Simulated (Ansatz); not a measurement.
# Nb wire along [110], 17 atoms a period: bands along the axis, part 2 of 2

Wanted: the relaxed geometry and the bands of the Nb wire along [110], 17 atoms a period.

Ansatz 0.2.0; DFT PBE, plane waves, PAW; relaxation of a wire's period; PAW set soft_1 (the session's first sound run).

So far: Set-up; The relaxed wire.

## 2. The relaxed wire (continued)

Relaxation path:

| step | energy less that of the first step (eV) | largest force component (eV/Å) | pressure (GPa) | volume (Å³) |
| --- | --- | --- | --- | --- |
| 1 | 0.0000 | 3.5897 | -5.01 | 1015.29 |
| 2 | -3.1523 | 2.0780 | -2.81 | 995.35 |
| 3 | -4.0956 | 0.3235 | 0.04 | 974.58 |
| 4 | -4.1921 | 0.2963 | 0.08 | 966.75 |
| 5 | -4.3552 | 0.4483 | -0.01 | 956.21 |
| 6 | -4.4125 | 0.3200 | 0.16 | 939.82 |
| 7 | -4.4550 | 0.2452 | -0.02 | 940.02 |
| 8 | -4.4629 | 0.0667 | -0.03 | 938.26 |
| 9 | -4.4647 | 0.0325 | -0.01 | 935.49 |
| 10 | -4.4657 | 0.0191 | -0.04 | 933.12 |
| 11* | -4.4631 | 0.0191 | -0.04 | 933.12 |

Relaxation steps marked * repeat the geometry before them on a plane-wave basis chosen anew for their cell, so energy and pressure can jump there.

Forces are held to the 8 operations that the run works with; a distortion that breaks them can't arise in this run.

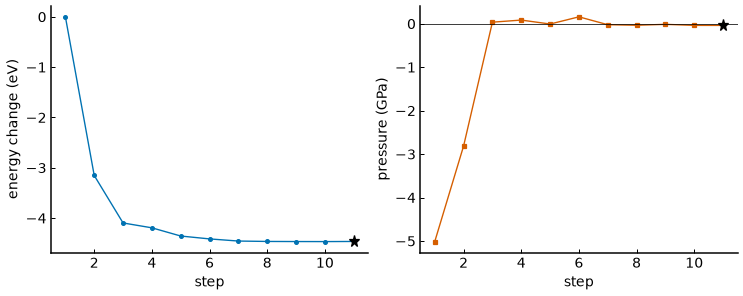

Energy and pressure along the relaxation. Stars mark steps on a basis chosen anew.

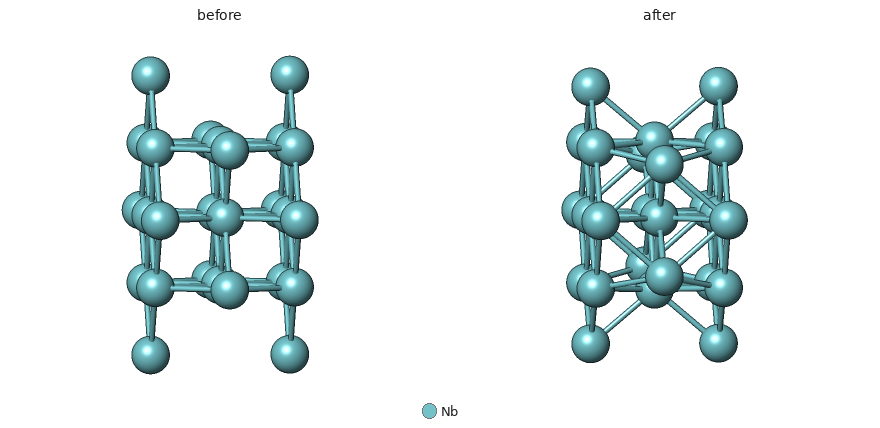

Before and after, at one scale.

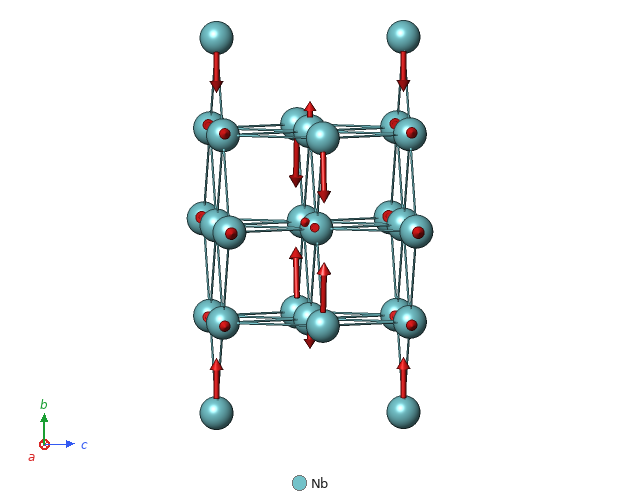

Displacements in the relaxation, exaggerated, measured against the changing cell; the longest in the cell stands for 0.47 Å. Some periodic images of atoms are drawn too.

```csv
cell as run,before,after,change
c (Å),4.681,4.302,-8.1 %
```

The atoms that moved most (Å, along periodic axes as changes of fractional coordinates times the final cell, across vacuum about the mean position):

| atom | dx | dy | dz | length |
| --- | --- | --- | --- | --- |
| Nb8 | -0.093 | -0.461 | 0.000 | 0.470 |
| Nb14 | 0.093 | -0.461 | 0.000 | 0.470 |
| Nb7 | -0.093 | 0.461 | 0.000 | 0.470 |
| Nb13 | 0.093 | 0.461 | 0.000 | 0.470 |
| Nb4 | 0.000 | -0.374 | 0.000 | 0.374 |
| Nb16 | 0.000 | 0.374 | 0.000 | 0.374 |
| Nb10 | 0.000 | -0.148 | 0.000 | 0.148 |
| Nb11 | 0.000 | 0.148 | 0.000 | 0.148 |

This step gave:

```yaml
energy_at_zero_smearing: -77367.0584 eV
cell_length_along_the_wire: 4.302 Å
```

The cell's length comes to 4.302 Å with spin left out.

## 3. The wire at its relaxed period

This step: DFT PBE, plane waves, PAW; bands of a perfect wire; PAW set soft_1 (Ansatz 0.2.0).

At the relaxed period the bands are computed along the axis; those that cross an energy going forward count the channels that a perfect wire would open there.

Input file input.yaml:

```yaml
crystal:
  lattice:
    - [13.42, 0.0, 0.0]
    - [0.0, 16.162, 0.0]
    - [0.0, 0.0, 4.302205769]
  atoms:
    - { symbol: Nb, position: [0.242725088, 0.5, 0.0] }
    - { symbol: Nb, position: [0.367933912, 0.645740769, 0.0] }
    - { symbol: Nb, position: [0.5, 0.5, 0.0] }
    - { symbol: Nb, position: [0.5, 0.766504382, 0.0] }
    - { symbol: Nb, position: [0.632066088, 0.645740769, 0.0] }
    - { symbol: Nb, position: [0.757274912, 0.5, 0.0] }
    - { symbol: Nb, position: [0.246390318, 0.383693858, 0.5] }
    - { symbol: Nb, position: [0.246390318, 0.616306142, 0.5] }
    - { symbol: Nb, position: [0.382850663, 0.5, 0.5] }
    - { symbol: Nb, position: [0.5, 0.346025887, 0.5] }
    - { symbol: Nb, position: [0.5, 0.653974113, 0.5] }
    - { symbol: Nb, position: [0.617149337, 0.5, 0.5] }
    - { symbol: Nb, position: [0.753609682, 0.383693858, 0.5] }
    - { symbol: Nb, position: [0.753609682, 0.616306142, 0.5] }
    - { symbol: Nb, position: [0.367933912, 0.354259231, 0.0] }
    - { symbol: Nb, position: [0.5, 0.233495618, 0.0] }
    - { symbol: Nb, position: [0.632066088, 0.354259231, 0.0] }
kpoints:
  mp_grid: { grid: [1, 1, 19] }
  band_path: { path: ["Γ", Z], npoints: 90 }
scf:
  occupations: { method: fermi_dirac, width: 0.05 }
hamiltonian:
  xc: pbe
  pseudopotentials: { kind: paw, azcp: { folder: soft_1 } }
output:
  dos: { e_range: [-5, 4] }
  write_potential: true
  write_density: true
  volumetric_format: npy
```

Run with:

```
$ ansatz run input.yaml --threads 4 --pin off --max-ram 16384MiB --backend cpu --events-out ev --progress --plain --runs-dir out
```

Numbers of over 12 decimals in the logs are rounded to 6 here.

What it wrote:

```text
[...]
Crystal: 17 atoms, lattice volume = 933.123 Å³
Basis set: ecut = 420 eV, 18253 PW (Γ)
Bands: 133, of which v1, the nominal top of the filled ones, is band 111 counted from 1 (110 counted from 0)
Symmetry: 8 space group operations
[...]
k-points: 10 of 19
[...]
SCF iter   1: F=—  HF=-77389.226603 eV  |F-HF|=—  |Δ(HF+E_count)|=         —  Δρ=5.59e-2  dr2=2.04e2  ethr=3.10e-3  ⟨swp⟩=10.9  Hψ=6577  notcnv=0  defer=2
[...]
SCF iter  12: F=-77367.176090 eV  HF=-77367.176090 eV  |F-HF|=1.93e-8  |Δ(HF+E_count)|=   1.65e-7  Δρ=1.58e-6  dr2=4.10e-8  ethr=4.52e-11  ⟨swp⟩=17.1  Hψ=5614  notcnv=0
SCF 1 converged in 12 iterations: F = -77367.176090 eV  dr2 = 4.10e-8
[...]
NSCF: frozen V_eff on 91 k-points
WARN: The output density's exchange-correlation potential varies sharply where the density is thin. Do not read a vacuum level from v_tot or v_xc, or from such a field of the output density. On a cell that repeats whose density bears no net charge and no dipole along the vacuum's axis use v_es (v_loc + v_h of the components); under efield.dipole_correction with no amplitude use v_es + v_field, which holds any externa [...]
SCF converged after 12 iterations
Free energy (F): -77367.176090 eV
[...]
Internal energy: -77366.939576 eV  (E = F + TS)
E sigma→0 (E₀):  -77367.057833 eV
Entropy (-TS):   -0.236514 eV (-13.913 meV/atom)
Fermi energy:    3.477492 eV
[...]
--- Band table (eV; the first three rows and the last of 10) ---
  k-point 0: bands = [... 107 lower, 3.2727, 3.2859, 3.3349, 3.3536, 3.3547, 3.5754, 3.6803, 3.9355, ... 18 higher]
  k-point 1: bands = [... 107 lower, 3.2320, 3.3196, 3.3205, 3.3412, 3.3739, 3.5748, 3.6882, 3.9983, ... 18 higher]
  k-point 2: bands = [... 107 lower, 3.2108, 3.2774, 3.3061, 3.3321, 3.4582, 3.5727, 3.7038, 4.0435, ... 18 higher]
  k-point 9: bands = [... 107 lower, 3.4388, 3.4465, 3.4692, 3.5568, 3.7118, 3.7484, 3.9726, 4.0332, ... 18 higher]
```

It took 3.2 min on 4 threads of Arm Neoverse V1, shared host; peak memory 5.8 GiB; 13 min of CPU time.

In the SCF lines HF is the Harris–Foulkes energy and dr2 the Hartree energy of the density residual, in eV; the loop may stop once dr2 is under the threshold and the program's other checks hold. Hψ counts applications of the Hamiltonian.

Numbers from this step:

* energy at zero smearing: -77367.0578 eV
* band gap: 0 eV

Electronic bands along the path, in eV, zero at the Fermi level; # counts the bands kept:

| point | #40 | #41 | #42 | #43 | #44 | #45 | #46 | #47 |
| --- | --- | --- | --- | --- | --- | --- | --- | --- |
| Γ | -0.20 | -0.19 | -0.14 | -0.12 | -0.12 | 0.10 | 0.20 | 0.46 |
| Z | -0.05 | -0.05 | -0.01 | 0.12 | 0.18 | 0.32 | 0.53 | 0.55 |

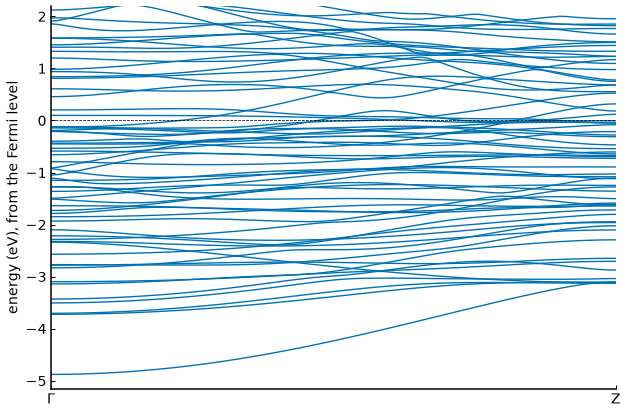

Electronic bands along the path.

Between Γ and Z the bands cross the Fermi level 8 times, so a perfect wire would conduct at least 8 G₀, with spin left out.

## 4. Results

| Quantity | Value |
| --- | --- |
| cell length, PBE | 4.302 Å |
| ballistic conductance by band crossings, a lower bound, PBE | 8 G₀ |

In words: Under PBE the cell's length is 4.30 Å, and the bands cross the Fermi level 8 times between Γ and Z, which gives a perfect wire at least 8 G₀ (opposite crossings within one step of the path cancel in such a count). No spin was allowed, though thin wires with open d shells can turn magnetic.

[Logs are printed without paths, hosts, clocks, repeated set-up lines and the standing remarks that a program may print on its own settings, such as how far it seeks lower states.]

[Hosts, paths, dates, database ids (printed as entryN), source tags and the programs' standing remarks are cut or masked in the printed files.]
